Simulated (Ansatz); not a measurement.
Nudged elastic band of SiPH6ClO2 (part 2 of 2)

The same run, continued: SiPH6ClO2; RKS CAM-B3LYP-D4/def2-SVP (Ansatz 0.2.0). It belongs to a series of runs on one base structure; here: band between the two ends.

Geometry of the input (Å):
```
Si -0.5352  -0.7688  -0.0825
H  -1.1931  -1.9904  0.4091
O  1.0572  -0.6490  0.3515
H  1.7095  -1.1023  -0.1928
O  -1.3294  0.5190  0.5202
H  -0.8519  1.3655  0.5145
Cl -0.5795  -0.8318  -2.1539
P  1.3736  2.4827  0.6958
H  1.9231  3.7814  0.8864
H  2.3084  2.0889  -0.2978
H  2.0675  1.8807  1.7774
```

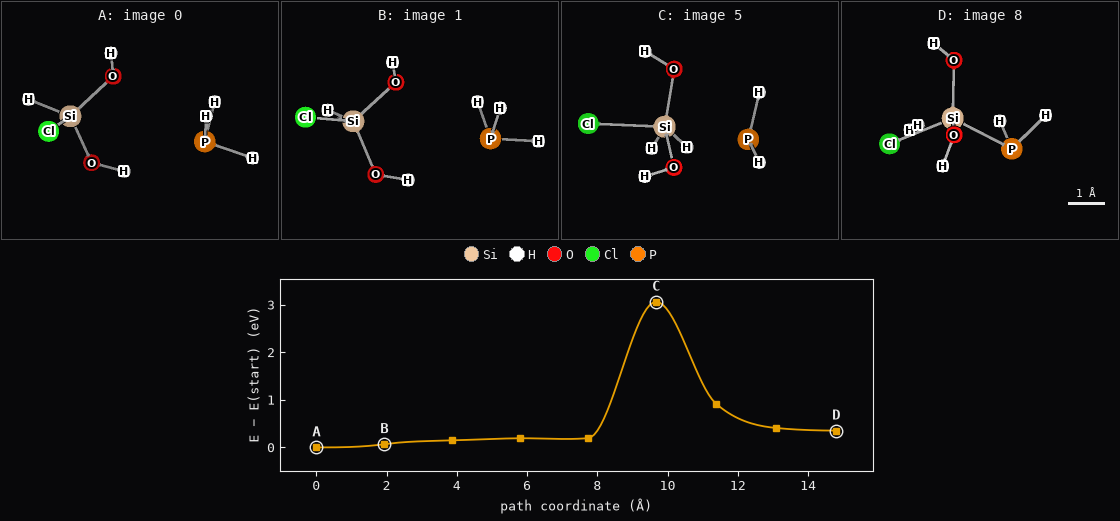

*Images of the last band (counted from 0; ball-and-stick, seen at a tilt) above the energy along the path; the line is a cubic interpolation that uses the forces.*

The highest image is number 5, 3.063 eV above the start and 2.709 eV above the end (the climbing image); the end lies 0.354 eV above the start. The path is 14.80 Å long. The band converged in 27 iterations.

```
Total energy: -33868.34565872 eV, -1244.6387461687 hartree
Atom 0 at     0.279224     0.228851     0.113834 Å, force    -0.005076     0.000572    -0.007378 eV/Å
Atom 1 at    -0.020803    -0.167184     1.708357 Å, force     0.002898     0.001765    -0.003196 eV/Å
Atom 2 at     1.697890    -0.349929    -0.488650 Å, force    -0.003230     0.001331     0.003364 eV/Å
Atom 3 at     1.594639    -1.231323    -0.875473 Å, force    -0.000559     0.000316     0.000675 eV/Å
Atom 4 at    -0.773120     1.320695    -0.527624 Å, force     0.005739    -0.002162     0.002038 eV/Å
Atom 5 at    -1.545391     0.891383    -0.923009 Å, force     0.000560    -0.001541    -0.000289 eV/Å
Atom 6 at    -0.907422    -1.537422    -0.287386 Å, force     0.001574     0.003447     0.002563 eV/Å
Atom 7 at     1.536198     2.120237     1.234544 Å, force     0.000810     0.001115     0.006854 eV/Å
Atom 8 at     2.659206     1.814394     0.430356 Å, force     0.000031    -0.003326    -0.002114 eV/Å
Atom 9 at     0.889540     3.022270     0.357438 Å, force    -0.004119     0.000602    -0.001712 eV/Å
Atom 10 at     0.540141     0.664028     1.685515 Å, force     0.001372    -0.002119    -0.000806 eV/Å
Dipole moment:    -0.075217    -0.118593    -0.099992 e Å
this run last wrote the band of iteration 27 to [file]
```

The last band as extended XYZ (Å, eV, eV/Å)
```
11
Properties=species:S:1:pos:R:3:forces:R:3 image=0 energy=-33871.40818
Si   -0.5352   -0.7688   -0.0825   -0.0120  -0.0009   0.0053
H    -1.1931   -1.9904    0.4091    0.0026   0.0101  -0.0021
O     1.0572   -0.6490    0.3515   -0.0114   0.0084   0.0145
H     1.7095   -1.1023   -0.1928    0.0100  -0.0081  -0.0114
O    -1.3294    0.5190    0.5202    0.0030  -0.0083  -0.0039
H    -0.8519    1.3655    0.5145    0.0045  -0.0059   0.0009
Cl   -0.5795   -0.8318   -2.1539    0.0029   0.0006  -0.0022
P     1.3736    2.4827    0.6958    0.0122  -0.0052   0.0072
H     1.9231    3.7814    0.8864    0.0011  -0.0048  -0.0038
H     2.3084    2.0889   -0.2978   -0.0084   0.0074   0.0130
H     2.0675    1.8807    1.7774   -0.0044   0.0068  -0.0174
11
Properties=species:S:1:pos:R:3:forces:R:3 image=1 energy=-33871.34057
Si   -0.5011   -0.7495   -0.0463   -0.0164   0.0029  -0.0020
H    -0.8952   -1.6158    1.0739   -0.0045  -0.0318  -0.0118
O     1.1279   -0.4654   -0.0636   -0.0121   0.0326   0.0005
H     1.6400   -0.8185   -0.7989   -0.0101  -0.0206   0.0030
O    -1.3157    0.6589    0.0686   -0.0638  -0.0236   0.0174
H    -0.8429    1.4945   -0.0476    0.0615   0.0285   0.0397
Cl   -0.9624   -1.7343   -1.8056    0.0173   0.0063  -0.0169
P     1.3868    2.5423    0.8664    0.0051  -0.0149  -0.0360
H     2.0687    3.6064    1.5206   -0.0446   0.0314  -0.0111
H     2.4079    2.3235   -0.0945    0.0456  -0.0179   0.0029
H     1.8360    1.5338    1.7550    0.0221   0.0072   0.0144
11
Properties=species:S:1:pos:R:3:forces:R:3 image=2 energy=-33871.26050
Si   -0.3066   -0.7247   -0.0237    0.0092   0.0172   0.0033
H    -0.7367   -1.2315    1.2875   -0.0042  -0.0068  -0.0005
O     1.3177   -0.9083   -0.1011   -0.0148  -0.0146   0.0165
H     1.7930   -0.5169   -0.8424    0.0059   0.0066   0.0006
O    -0.6437    0.8668   -0.2812   -0.0169  -0.0097  -0.0001
H    -1.5328    1.1418   -0.5291    0.0147  -0.0011   0.0014
Cl   -1.2751   -1.8229   -1.4829   -0.0041   0.0029  -0.0078
P     1.3574    2.7674    1.2793   -0.0095   0.0001   0.0042
H     2.6731    3.1819    1.6448   -0.0011   0.0117   0.0046
H     1.6880    2.6215   -0.0959    0.0007   0.0076  -0.0090
H     1.6157    1.4008    1.5726    0.0201  -0.0138  -0.0132
11
Properties=species:S:1:pos:R:3:forces:R:3 image=3 energy=-33871.21563
Si   -0.1128   -0.5933   -0.0615   -0.0314  -0.0238   0.0130
H    -0.1079   -0.8309    1.3885   -0.0012  -0.0019  -0.0004
O     1.4361   -0.7343   -0.5671    0.0127   0.0088   0.0002
H     1.6483   -0.5268   -1.4837   -0.0049   0.0052  -0.0055
O    -0.6885    0.8851   -0.4981    0.0313   0.0427  -0.0033
H    -1.6242    1.0053   -0.6874   -0.0184  -0.0385  -0.0029
Cl   -1.3380   -2.0106   -0.9440    0.0008   0.0075  -0.0008
P     1.5810    2.9545    1.4126   -0.0004   0.0045   0.0019
H     2.8450    2.3542    1.6801    0.0010  -0.0010   0.0055
H     1.4599    2.3563    0.1301    0.0074  -0.0052  -0.0079
H     0.8512    1.9163    2.0584    0.0031   0.0016   0.0002
11
Properties=species:S:1:pos:R:3:forces:R:3 image=4 energy=-33871.21329
Si   -0.0846   -0.3735    0.0478   -0.0077  -0.0075   0.0007
H    -0.1464   -0.4257    1.5102   -0.0009  -0.0095  -0.0072
O     1.4921   -0.5251   -0.3892   -0.0372  -0.0216   0.0183
H     1.7070   -0.8653   -1.2640    0.0123   0.0222  -0.0243
O    -0.8005    1.0118   -0.4789    0.0104  -0.0565  -0.0059
H    -1.3519    0.9688   -1.2671   -0.0038   0.0209  -0.0151
Cl   -1.1372   -1.9510   -0.7888   -0.0176  -0.0188  -0.0178
P     1.8349    2.6605    1.5577    0.0109   0.0194   0.0177
H     2.5240    1.7705    0.6872   -0.0049  -0.0033   0.0050
H     0.7926    2.9014    0.6195    0.0008  -0.0052   0.0056
H     1.1200    1.6036    2.1933    0.0376   0.0600   0.0229
11
Properties=species:S:1:pos:R:3:forces:R:3 image=5 energy=-33868.34554
Si    0.2792    0.2289    0.1138   -0.0051   0.0006  -0.0074
H    -0.0208   -0.1672    1.7084    0.0029   0.0018  -0.0032
O     1.6979   -0.3499   -0.4886   -0.0032   0.0013   0.0034
H     1.5946   -1.2313   -0.8755   -0.0006   0.0003   0.0007
O    -0.7731    1.3207   -0.5276    0.0057  -0.0022   0.0020
H    -1.5454    0.8914   -0.9230    0.0006  -0.0015  -0.0003
Cl   -0.9074   -1.5374   -0.2874    0.0016   0.0034   0.0026
P     1.5362    2.1202    1.2345    0.0008   0.0011   0.0069
H     2.6592    1.8144    0.4304    0.0000  -0.0033  -0.0021
H     0.8895    3.0223    0.3574   -0.0041   0.0006  -0.0017
H     0.5401    0.6640    1.6855    0.0014  -0.0021  -0.0008
11
Properties=species:S:1:pos:R:3:forces:R:3 image=6 energy=-33870.48897
Si    0.3957    0.4337   -0.2085    0.0527   0.0900  -0.1605
H     0.0116   -0.2425    2.5151   -0.0136  -0.0558   0.3195
O     1.6370   -0.3304   -0.9766   -0.0054   0.0441  -0.2043
H     1.5049   -1.2687   -1.1561   -0.0137   0.0023  -0.1384
O    -0.7412    1.3122   -1.0150    0.0331   0.0059  -0.2180
H    -1.5707    0.8527   -1.1918    0.0076  -0.0047  -0.1468
Cl   -0.7730   -1.2382    0.3467    0.0740   0.1234   0.2198
P     1.4501    2.0112    1.0258   -0.0512  -0.0614  -0.0298
H     2.6553    1.8213    0.2953   -0.0099  -0.0043  -0.0033
H     0.9521    3.0383    0.1790    0.0021   0.0031  -0.0321
H     0.4283    0.3863    2.6140   -0.0757  -0.1425   0.3940
11
Properties=species:S:1:pos:R:3:forces:R:3 image=7 energy=-33870.99941
Si    0.2839    0.4840   -0.4063   -0.0170  -0.0097  -0.0261
H     0.4167   -0.1682    3.0750    0.0150  -0.0014   0.0225
O     1.5008   -0.3342   -1.1505   -0.0002   0.0219  -0.0088
H     1.2973   -1.1620   -1.6009   -0.0060   0.0056  -0.0158
O    -0.8046    1.1495   -1.4513    0.0102  -0.0354   0.0120
H    -1.6759    0.7400   -1.4967   -0.0010   0.0189  -0.0317
Cl   -0.8105   -0.9076    0.6978   -0.0017   0.0091   0.0134
P     1.1588    2.1180    0.8411   -0.0284  -0.0039  -0.0199
H     2.4820    1.6094    0.7161   -0.0095  -0.0046   0.0219
H     1.2607    2.9547   -0.3069    0.0258   0.0087  -0.0123
H     0.8410    0.2924    3.5104    0.0127  -0.0093   0.0448
11
Properties=species:S:1:pos:R:3:forces:R:3 image=8 energy=-33871.05456
Si    0.1510    0.5122   -0.5145    0.0040  -0.0057  -0.0029
H     0.8853   -0.1879    3.2054    0.0010   0.0002   0.0004
O     1.4266   -0.3666   -1.0518    0.0041  -0.0023   0.0046
H     1.2410   -1.1237   -1.6203   -0.0004   0.0024   0.0001
O    -0.8574    0.7515   -1.7949   -0.0097   0.0035  -0.0022
H    -1.7823    0.9626   -1.6292    0.0009   0.0028  -0.0016
Cl   -0.9155   -0.5409    0.9292    0.0016  -0.0007   0.0008
P     0.8410    2.4107    0.4401    0.0016  -0.0005  -0.0001
H     1.7596    1.7354    1.2914   -0.0038   0.0006   0.0001
H     1.8037    2.6602   -0.5794    0.0004  -0.0009   0.0004
H     1.3971   -0.0375    3.7518    0.0004   0.0007   0.0002
```

Results in brief

```json
{"quantity": "outcome", "value": "converged"}
{"quantity": "barrier, forward", "value": "3.063 eV"}
{"quantity": "barrier, backward", "value": "2.709 eV"}
{"quantity": "wall time", "value": "2.4 min (CPU time 8.5 min)"}
{"quantity": "peak memory", "value": "0.37 GiB"}
```

The order of the saddle point was not checked.
